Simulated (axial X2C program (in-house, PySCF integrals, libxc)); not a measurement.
**Linear NGaN at several levels**

How do method and spin–orbit coupling move the bonds and stretches of NGaN, held linear?

Program: an in-house X2C program for linear molecules on PySCF integrals. Level of theory: all-electron X2C, two-component (2c) or spin-free, N dyall-av3z, Ga dyall-v3z. These are calculated values, not measurements.

All values are calculated.

2 further runs of the same task are left out: 2 set aside as unsound or not needed.

### Step 1. Set-up

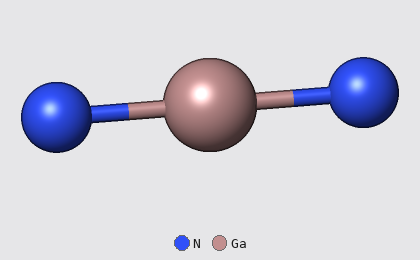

The atoms on one line, bonds 1.770 and 1.770 Å (nitrogen blue, gallium pink).

task.json

```json
{"zs": [7, 31, 7], "q": 0, "bas": ["dyall-av3z", "dyall-v3z", "dyall-av3z"], "r0": [1.77, 1.77], "symm": 1, "scan": ["PBE0", "HF", "TPSSh"], "levels": ["PBE0", "HF", "r2SCAN"], "nst": 2}
```

Keys: zs atomic numbers; q charge; bas basis sets; r0 starting distance in Å; symm equal bonds; scan levels of the two-bond scan; levels methods; nst determinants followed.

The run is started by

```bash
python solin.py task.json out
```

Masses N 14.003, Ga 68.926, N 14.003 u.

### Step 2. Scan at PBE0, 2c

State: Ω = 5/2 (beyond evenly filled blocks: ω = -1/2, 2 × ω = 3/2). Energies above the lowest point, from the job's result record:

| r(N–Ga) (Å) | r(Ga–N) (Å) | E (meV) |
| --- | --- | --- |
| 1.7511 | 1.7511 | 46.65 |
| 1.7511 | 1.7960 | 19.19 |
| 1.7511 | 1.8409 | 28.69 |
| 1.7960 | 1.7511 | 19.19 |
| 1.7960 | 1.7960 | 0.00 |
| 1.7960 | 1.8409 | 17.53 |
| 1.7960 | 1.8858 | 62.42 |
| 1.8409 | 1.7511 | 28.69 |
| 1.8409 | 1.7960 | 17.53 |
| 1.8409 | 1.8409 | 43.16 |
| 1.8858 | 1.7960 | 62.42 |
| 1.8858 | 1.8858 | 156.56 |

A quadratic surface with cubic terms in each bond gives the minimum at 1.795 and 1.795 Å, force constants 2.93, 2.93 and coupling 0.64 mdyn/Å.

### Step 3. Scan at HF, 2c

State: Ω = 5/2 (beyond evenly filled blocks: ω = -1/2, 2 × ω = 3/2). Energies above the lowest point, from the job's result record:

| r(N–Ga) (Å) | r(Ga–N) (Å) | E (meV) |
| --- | --- | --- |
| 1.7511 | 1.7511 | 128.71 |
| 1.7511 | 1.7960 | 70.58 |
| 1.7511 | 1.8409 | 55.79 |
| 1.7960 | 1.7511 | 70.58 |
| 1.7960 | 1.7960 | 17.54 |
| 1.7960 | 1.8409 | 6.99 |
| 1.7960 | 1.8858 | 30.23 |
| 1.8409 | 1.7511 | 55.79 |
| 1.8409 | 1.7960 | 6.99 |
| 1.8409 | 1.8409 | 0.00 |
| 1.8858 | 1.7960 | 30.23 |
| 1.8858 | 1.8858 | 54.90 |

A quadratic surface with cubic terms in each bond gives the minimum at 1.828 and 1.828 Å, force constants 2.86, 2.86 and coupling 0.29 mdyn/Å.

### Step 4. Scan at TPSSh, 2c

State: Ω = 5/2 (beyond evenly filled blocks: ω = -1/2, 2 × ω = 3/2). Energies above the lowest point, from the job's result record:

| r(N–Ga) (Å) | r(Ga–N) (Å) | E (meV) |
| --- | --- | --- |
| 1.7511 | 1.7511 | 63.39 |
| 1.7511 | 1.7960 | 28.73 |
| 1.7511 | 1.8409 | 33.41 |
| 1.7960 | 1.7511 | 28.73 |
| 1.7960 | 1.7960 | 0.00 |
| 1.7960 | 1.8409 | 10.38 |
| 1.7960 | 1.8858 | 50.62 |
| 1.8409 | 1.7511 | 33.41 |
| 1.8409 | 1.7960 | 10.38 |
| 1.8409 | 1.8409 | 26.36 |
| 1.8858 | 1.7960 | 50.62 |
| 1.8858 | 1.8858 | 122.90 |

A quadratic surface with cubic terms in each bond gives the minimum at 1.804 and 1.804 Å, force constants 2.97, 2.97 and coupling 0.44 mdyn/Å.

### Step 5. The levels side by side

| level | r(N–Ga) (Å) | r(Ga–N) (Å) | lower stretch (cm⁻¹) | upper stretch (cm⁻¹) |
| --- | --- | --- | --- | --- |
| PBE0, 2c | 1.795 | 1.795 | 625.8 | 657.8 |
| HF, 2c | 1.828 | 1.828 | 617.8 | 662.8 |
| TPSSh, 2c | 1.804 | 1.804 | 643.4 | 656.9 |
| PBE0, spin-free | 1.795 | 1.795 | 624.0 | 657.9 |
| HF, spin-free | 1.828 | 1.828 | 618.5 | 661.8 |
| TPSSh, spin-free | 1.804 | 1.804 | 643.3 | 656.4 |

Scans not shown above were run alike.

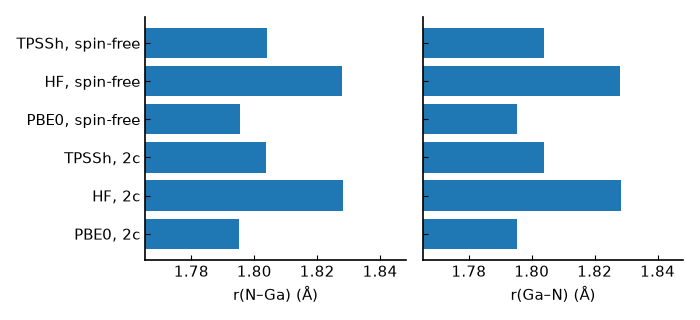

The two bond lengths by level.

What this shows: Over the levels the N–Ga bond spans 1.795 to 1.828 Å and the Ga–N bond 1.795 to 1.828 Å. At PBE0 spin–orbit coupling leaves both bonds unchanged to 0.001 Å. Each state is one determinant, the lowest of a limited PBE0 search; the stretches come from a fit to few points and are good to some per cent at best. The stretches are sorted by size, and where the two bonds are alike the symmetric and antisymmetric modes can swap order between levels. The molecule was held linear; bending was not examined, so a bent shape may lie lower. Note: functional without a current term on a determinant with orbital currents, of the molecule or an atom. Note: several unpaired electrons, one determinant need not be a pure state.
